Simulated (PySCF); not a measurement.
# HNO2 (nitrous acid) at CISD/STO-3G

Aim: the energy change on altering one bond length of HNO2 (nitrous acid) at CISD/STO-3G, from 2 runs. 

The calculation is run with PySCF 2.14.0.

11 further runs of the same task are left out: 11 set aside as unsound or not needed.

## Step 1: The structure to begin with

HNO2 has 4 atoms, charge 0, and is taken as a singlet. SMILES: `O=NO`. The coordinates come from a GFN2-xTB relaxation.

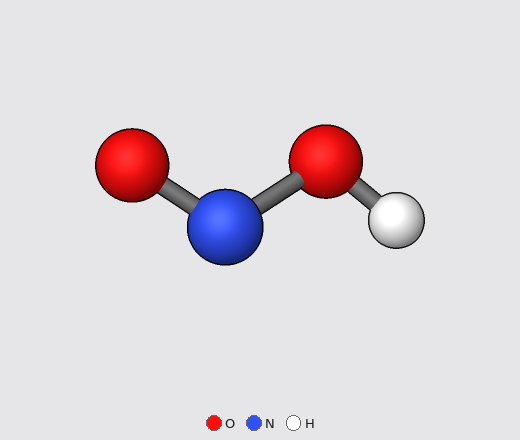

The structure, seen from a chosen angle (oxygen red, nitrogen blue, hydrogen white).

## Step 2: A single-point energy at CISD/STO-3G

Contents of start.xyz:

```xyz
4
HNO2
O      0.424700     0.045690     1.471310
N      0.319310    -0.411420     0.387280
O     -0.357270     0.415910    -0.505360
H     -0.386730    -0.050180    -1.353230
```

Contents of run.py:

```python
from pyscf import gto, scf, ci

molecule = gto.Mole()
molecule.atom = 'start.xyz'
molecule.basis = 'sto-3g'
molecule.verbose = 3
molecule.max_memory = 1860
molecule.spin = 0
molecule.build()

mf = scf.RHF(molecule)
mf.conv_tol = 1e-10
mf.kernel()
if not mf.converged:
    mf = mf.newton().run(mf.mo_coeff, mf.mo_occ)

cisd = ci.CISD(mf, frozen=3)
cisd.kernel()
etot = cisd.e_tot
print('Final energy', etot)
```

Run with:

```sh
$ OMP_NUM_THREADS=1 python run.py
```

Output:

```text
converged SCF energy = -201.906896579844
E(RCISD) = -202.0842714171141  E_corr = -0.1773748372699844
Final energy -202.08427141711408
```

Run time: 0.7 s. Hardware: 1 thread of Arm Neoverse V1, shared host; peak memory 0.1 GiB.

## Step 3: The distorted shape at the same level

Contents of job.py:

```python
from pyscf import gto, scf, ci

molecule = gto.M(
    atom='''
O    0.439431   0.278747   1.895267
N    0.334041  -0.178363   0.811237
O   -0.342539   0.648967  -0.081403
H   -0.386730  -0.050180  -1.353230
''',
    basis='sto-3g',
    max_memory=1860,
    verbose=4,
    spin=0,
)

mf = scf.RHF(molecule)
mf.conv_tol = 1e-10
mf.kernel()
if not mf.converged:
    mf = mf.newton().run(mf.mo_coeff, mf.mo_occ)

cisd = ci.CISD(mf, frozen=3)
cisd.kernel()
e_final = cisd.e_tot
print(f'total energy: {e_final:.8f} hartree')
```

Run with:

```sh
$ OMP_NUM_THREADS=1 python job.py
```

Output:

```text
PySCF version 2.14.0

[INPUT] num. atoms = 4
[INPUT] num. electrons = 24
[INPUT] charge = 0
[INPUT] spin (= nelec alpha-beta = 2S) = 0
[INPUT] symmetry False subgroup None
[INPUT] Mole.unit = angstrom
[INPUT] Symbol           X                Y                Z      unit          X                Y                Z       unit  Magmom
[INPUT]  1 O      0.439431000000   0.278747000000   1.895267000000 AA    0.830404240644   0.526755488044   3.581535562926 Bohr   0.0
[INPUT]  2 N      0.334041000000  -0.178363000000   0.811237000000 AA    0.631246004376  -0.337057220756   1.533015752114 Bohr   0.0
[INPUT]  3 O     -0.342539000000   0.648967000000  -0.081403000000 AA   -0.647304896982   1.226369893881  -0.153829375718 Bohr   0.0
[INPUT]  4 H     -0.386730000000  -0.050180000000  -1.353230000000 AA   -0.730813784153  -0.094826456931  -2.557234083545 Bohr   0.0

nuclear repulsion = 67.8592326363145
number of shells = 10
number of NR pGTOs = 48
number of NR cGTOs = 16
basis = sto-3g
ecp = {}

******** <class 'pyscf.scf.hf.RHF'> ********
method = RHF
initial guess = minao
damping factor = 0
level_shift factor = 0
DIIS = <class 'pyscf.scf.diis.CDIIS'>
diis_start_cycle = 1
diis_space = 8
diis_damp = 0
SCF conv_tol = 1e-10
SCF conv_tol_grad = None
SCF max_cycles = 50
direct_scf = True
direct_scf_tol = 1e-13
Set gradient conv threshold to 1e-05
Initial guess from minao.
init E= -201.933274852479
  HOMO = -0.198340485905712  LUMO = 0.0359589810111082  gap/eV = 6.37561
cycle= 1 E= -201.644630910403  delta_E= 0.289  |g|= 0.628  |ddm|= 2.96
  HOMO = -0.21728481463173  LUMO = 0.21764613929806  gap/eV = 11.83507
cycle= 2 E= -201.747550296452  delta_E= -0.103  |g|= 0.382  |ddm|= 1.16
  HOMO = -0.298662805410716  LUMO = 0.223819893241817  gap/eV = 14.21748
cycle= 3 E= -201.788685535689  delta_E= -0.0411  |g|= 0.0473  |ddm|= 0.385
  HOMO = -0.322776206696765  LUMO = 0.233316995281675  gap/eV = 15.13207
cycle= 4 E= -201.791334960378  delta_E= -0.00265  |g|= 0.0273  |ddm|= 0.157
  HOMO = -0.324133365324844  LUMO = 0.232534802743415  gap/eV = 15.14771
cycle= 5 E= -201.791853588101  delta_E= -0.000519  |g|= 0.0105  |ddm|= 0.0658
  HOMO = -0.321941127541845  LUMO = 0.235094319759369  gap/eV = 15.15771
cycle= 6 E= -201.792002777597  delta_E= -0.000149  |g|= 0.00338  |ddm|= 0.0456
  HOMO = -0.321894537019761  LUMO = 0.236087619504501  gap/eV = 15.18347
cycle= 7 E= -201.792012926175  delta_E= -1.01e-05  |g|= 0.000678  |ddm|= 0.0135
  HOMO = -0.322003200560337  LUMO = 0.235758612283698  gap/eV = 15.17747
cycle= 8 E= -201.792013269204  delta_E= -3.43e-07  |g|= 0.000179  |ddm|= 0.00184
  HOMO = -0.322009807834606  LUMO = 0.235783340185028  gap/eV = 15.17832
cycle= 9 E= -201.792013300629  delta_E= -3.14e-08  |g|= 3.21e-05  |ddm|= 0.000651
  HOMO = -0.322014951023972  LUMO = 0.235771986054637  gap/eV = 15.17816
cycle= 10 E= -201.792013301683  delta_E= -1.05e-09  |g|= 3.82e-06  |ddm|= 0.000116
  HOMO = -0.322015586831161  LUMO = 0.235772236521362  gap/eV = 15.17818
cycle= 11 E= -201.792013301699  delta_E= -1.54e-11  |g|= 1.36e-06  |ddm|= 1.37e-05
  HOMO = -0.322015460739052  LUMO = 0.235772421925193  gap/eV = 15.17818
Extra cycle  E= -201.7920133017  delta_E= -1.31e-12  |g|= 6.35e-07  |ddm|= 2.99e-06
converged SCF energy = -201.7920133017

******** <class 'pyscf.ci.cisd.RCISD'> ********
CISD nocc = 9, nmo = 13
frozen orbitals 3
max_cycle = 50
direct = 0
conv_tol = 1e-09
max_cycle = 50
max_space = 12
lindep = 0
nroots = 1
Init t2, MP2 energy = -0.193563238689162
RCISD converged
E(RCISD) = -202.0072121659462  E_corr = -0.2151988642460076
total energy: -202.00721217 hartree
```

Run time: 0.68 s. Hardware: 1 thread of Arm Neoverse V1, shared host; peak memory 0.1 GiB.

## Step 4: Results

Level: CISD/STO-3G, 3 core orbitals frozen.

| quantity | value |
| --- | --- |
| first shape: total energy | -202.08427 Eh |
| first shape: dipole moment (Hartree–Fock density) | 1.72 D |
| first shape: HOMO energy (Hartree–Fock orbitals) | -8.98 eV |
| first shape: LUMO energy (Hartree–Fock orbitals) | 6.34 eV |
| first shape: HOMO–LUMO gap (Hartree–Fock orbitals) | 15.31 eV |
| first shape: correlation energy (3 core orbitals frozen) | -177.4 mEh |
| distorted shape: total energy | -202.00721 Eh |
| distorted shape: dipole moment (Hartree–Fock density) | 1.73 D |
| distorted shape: HOMO energy (Hartree–Fock orbitals) | -8.76 eV |
| distorted shape: LUMO energy (Hartree–Fock orbitals) | 6.42 eV |
| distorted shape: HOMO–LUMO gap (Hartree–Fock orbitals) | 15.18 eV |
| distorted shape: correlation energy (3 core orbitals frozen) | -215.2 mEh |
| energy change with the O3–H4 bond stretched from 0.968 to 1.452 Å | 2.097 eV |

With the O3–H4 bond stretched from 0.968 to 1.452 Å the energy rises by 2.10 eV (202 kJ/mol). The first shape isn't relaxed at this level, so the change isn't measured from a minimum. The minimal basis adds a large error of its own. Mulliken charges (first shape) of the mean-field density run from -0.24 on O3 to +0.23 on H4.
